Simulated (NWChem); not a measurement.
**C2H3P (ethynylphosphane): MP3/SBKJC-VDZ (core potential)**

What is the vertical ionisation energy of C2H3P (ethynylphosphane) at MP3/SBKJC-VDZ (core potential)? 

The calculation is run with NWChem 7.3.0.

6 further runs of the same task are left out: 6 set aside as unsound or not needed.

**1. The molecule**

The species is C2H3P (6 atoms), meant as a singlet with charge 0. As SMILES, `C#CP`. Geometry: relaxed at GFN2-xTB.

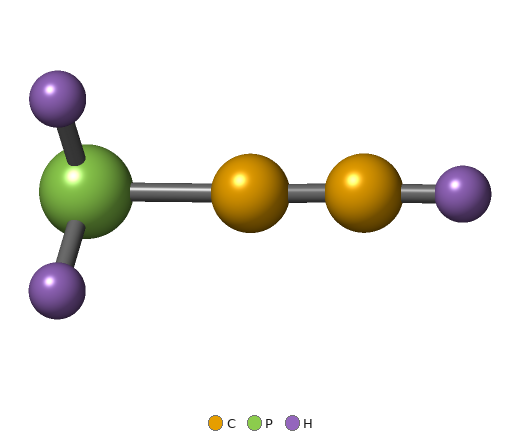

Viewed from a chosen angle; carbon amber, phosphorus green, hydrogen purple.

**2. The energy at MP3/SBKJC-VDZ (core potential)**

c2h3p.nw reads:

```
start c2h3p
memory 2200 mb
charge 0

geometry units angstroms noautosym nocenter noautoz
  C     -1.317670    -0.882830    -0.123830
  C     -0.242190    -0.365280     0.019160
  P      1.392860     0.234230     0.296320
  H     -2.272100    -1.295750    -0.273880
  H      1.462050     0.935690    -0.914690
  H      0.977060     1.373930     0.996910
end

basis "ao basis" spherical
  * library "sbkjc vdz ecp"
end

ecp
  C library "sbkjc ecp"
  P library "sbkjc ecp"
end

scf
  maxiter 60
  print medium
end

tce
  scf
  mbpt3
  maxiter 100
end

task tce energy
```

Started as:

```console
$ nwchem c2h3p.nw > c2h3p.out
```

The log of the run:

```text
[...]
  functions       =    30
[...]
  wavefunction    = RHF
[...]
         Total SCF energy =    -18.884637736282
      One-electron energy =    -82.783496001620
      Two-electron energy =     36.335045299577
 Nuclear repulsion energy =     27.563812965761
        Time for solution =      0.2s
[...]
         Wavefunction type : Restricted Hartree-Fock
          No. of electrons :    16
[...]
         Spin multiplicity : singlet
[...]
```

Wall time 1 s (1 thread of INTEL XEON PLATINUM 8581C at 2.30GHz (Emerald Rapids), shared host); peak memory 0.13 GiB.

**3. The doublet cation**

c2h3p.nw reads:

```
start c2h3p
title "C2H3P mp3"
memory 2200 mb
charge 1

geometry units angstrom noautosym nocenter noautoz
  C       -1.317670      -0.882830      -0.123830
  C       -0.242190      -0.365280       0.019160
  P        1.392860       0.234230       0.296320
  H       -2.272100      -1.295750      -0.273880
  H        1.462050       0.935690      -0.914690
  H        0.977060       1.373930       0.996910
end

basis spherical
  * library "sbkjc vdz ecp"
end

ecp
  C library "sbkjc ecp"
  P library "sbkjc ecp"
end

scf
  doublet
  uhf
  maxiter 80
  print low
end

tce
  scf
  mbpt3
  maxiter 100
end

task tce
```

Started as:

```console
$ nwchem c2h3p.nw > c2h3p.out
```

The log of the run:

```text
[...]
  functions       =    30
[...]
  wavefunction    = UHF
[...]
         Total SCF energy =    -18.555372673778
      One electron energy =    -78.728814766811
      Two electron energy =     32.609629127271
 Nuclear repulsion energy =     27.563812965761
                       Sz =      0.5000
                 Sz(Sz+1) =      0.7500
                      S^2 =      0.8643
[...]
         Wavefunction type : Unrestricted Hartree-Fock
          No. of electrons :    15
[...]
         Spin multiplicity : doublet
[...]
```

Run time: 1.4 s. Hardware: 1 thread of INTEL XEON PLATINUM 8581C at 2.30GHz (Emerald Rapids), shared host; peak memory 0.13 GiB.

**4. What came out**

Level: MP3/SBKJC-VDZ (core potential).

```
                                            quantity         value
                         singlet C2H3P: total energy  -19.10707 Eh
  singlet C2H3P: HOMO energy (Hartree–Fock orbitals)      -9.82 eV
  singlet C2H3P: LUMO energy (Hartree–Fock orbitals)       3.89 eV
singlet C2H3P: HOMO–LUMO gap (Hartree–Fock orbitals)      13.71 eV
                   singlet C2H3P: correlation energy    -222.4 mEh
                        doublet cation: total energy  -18.76352 Eh
                  doublet cation: correlation energy    -208.1 mEh
   doublet cation: ⟨S²⟩ of the reference determinant         0.864
  vertical ionisation energy (to the doublet cation)      9.349 eV
```

Removing an electron at fixed nuclei costs 9.35 eV (902 kJ/mol). Mulliken charges (singlet C2H3P) run from -0.75 on C2 to +0.36 on C1; they depend strongly on the basis. ⟨S²⟩ (doublet cation) is 0.86 where a pure doublet has 0.75: the reference is spin-contaminated.
